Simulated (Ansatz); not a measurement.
# PH3F+ (SMILES F[PH3+]) at BHLYP/STO-3G

Aim: the vertical ionisation energy of PH3F+ at BHLYP/STO-3G, from 2 runs. 

The results are computed with Ansatz 0.2.0.

3 further runs of the same task are left out: 1 that didn't finish, 2 set aside as unsound or not needed.

## Step 1: The molecule

PH3F+ has 5 atoms, charge +1, and is taken as a singlet. SMILES: `F[PH3+]`. The shape is that of a GFN2-xTB optimisation.

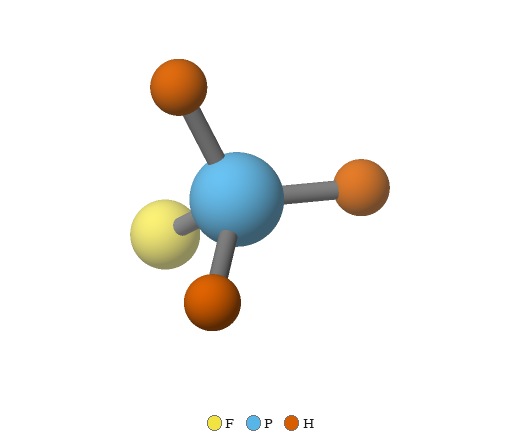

The structure, seen from a chosen angle (fluorine yellow, phosphorus blue, hydrogen orange).

## Step 2: The energy at BHLYP/STO-3G

The input, job.yaml:

```yaml
crystal:
  periodic: [false, false, false]
  atoms:
    - {symbol: F, position_ang: [-1.365490, 0.250400, 0.341100]}
    - {symbol: P, position_ang: [0.122590, -0.022380, -0.030680]}
    - {symbol: H, position_ang: [0.038180, -0.428620, -1.349370]}
    - {symbol: H, position_ang: [0.486130, -1.008290, 0.868130]}
    - {symbol: H, position_ang: [0.718590, 1.208890, 0.170830]}
basis:
  gaussian:
    orbitals: STO-3G
total_charge: 1
accuracy: high
hamiltonian:
  xc: {name: BHLYP}
```

Launch:

```sh
$ ansatz run job.yaml --threads 1 --pin off --max-ram 2610MiB --events-out events.jsonl --progress --plain --runs-dir runs
```

What it wrote:

```text
Warning: RAYON_NUM_THREADS=1 ignored (pool sized by the plan → 1); use --threads N
Functional definition: BHLYP
  name "BHLYP"
  parameter a = 0.5
  exchange = (1 - a)*b88_x + a*exact_x
  correlation = lyp_c
290 factors; integrals over basis functions are off by at most 3.3e-8 eV
mean field evaluation 1: about -11897.9413 eV, gradient 2.8e1 eV
mean field evaluation 2: about -11899.6458 eV, gradient 2.5e1 eV
mean field evaluation 4: about -11901.6582 eV, gradient 2.1e-1 eV
mean field evaluation 8: about -11901.6655 eV, gradient 1.5e-4 eV
mean field evaluation 16: about -11901.6655 eV, gradient 5.8e-9 eV
mean field -11901.66545253 eV, -437.3781381420 hartree, gradient 5.8e-9 eV, S^2 0.000000; 0 other end points of the search recorded, 0 dependent functions left out
reference -11901.66546882 eV, -437.3781387404 hartree; 13, 13 occupied and 4, 4 virtual orbitals, 290 factors
Total energy: -11901.66546882 eV, -437.3781387404 hartree
```

Run time: 0.48 s. Hardware: 1 thread of Intel Xeon Platinum 8559C (Emerald Rapids), shared host; peak memory 0.11 GiB.

## Step 3: Doublet [PH3F]2+ at the same level

The input, input.yaml:

```yaml
crystal:
  periodic: [false, false, false]
  atoms:
    - {symbol: F, position_ang: [-1.365490, 0.250400, 0.341100]}
    - {symbol: P, position_ang: [0.122590, -0.022380, -0.030680]}
    - {symbol: H, position_ang: [0.038180, -0.428620, -1.349370]}
    - {symbol: H, position_ang: [0.486130, -1.008290, 0.868130]}
    - {symbol: H, position_ang: [0.718590, 1.208890, 0.170830]}
basis:
  gaussian: {orbitals: STO-3G}
total_charge: 2
magnetization: {spin_polarized: true, initial_magnetization: 1}
hamiltonian: {xc: {name: BHLYP}}
accuracy: high
```

Launch:

```sh
$ ansatz run input.yaml --threads 1 --pin off --max-ram 2610MiB --events-out events.jsonl --progress --plain --runs-dir runs
```

What it wrote:

```text
Warning: RAYON_NUM_THREADS=1 ignored (pool sized by the plan → 1); use --threads N
[... 5 set-up lines as earlier in the session ...]
290 factors; integrals over basis functions are off by at most 3.3e-8 eV
mean field evaluation 1: about -11870.8881 eV, gradient 2.8e1 eV
mean field evaluation 2: about -11851.9178 eV, gradient 7.7e1 eV
mean field evaluation 4: about -11882.4967 eV, gradient 7.4e0 eV
mean field evaluation 8: about -11882.9295 eV, gradient 1.1e-1 eV
mean field evaluation 16: about -11882.9297 eV, gradient 3.8e-4 eV
mean field evaluation 32: about -11882.9298 eV, gradient 8.2e-6 eV
mean field -11882.92977771 eV, -436.6896147916 hartree, gradient 4.1e-8 eV, S^2 0.753239; 2 other end points of the search recorded, 0 dependent functions left out
reference -11882.92979482 eV, -436.6896154206 hartree; 13, 12 occupied and 4, 5 virtual orbitals, 290 factors
Total energy: -11882.92979482 eV, -436.6896154206 hartree
```

Wall time 9 s (1 thread of Intel Xeon Platinum 8559C (Emerald Rapids), shared host); peak memory 0.14 GiB.

## Step 4: Summary of results

Level: BHLYP/STO-3G.

| quantity | value |
| --- | --- |
| singlet PH3F+: total energy | -437.37814 Eh |
| doublet [PH3F]2+: total energy | -436.68962 Eh |
| doublet [PH3F]2+: ⟨S²⟩ | 0.753 |
| vertical ionisation energy (to the doublet dication) | 18.736 eV |

The vertical ionisation energy comes to 18.74 eV (432 kcal/mol). In a minimal basis such a difference can be off by several eV, whatever the method.
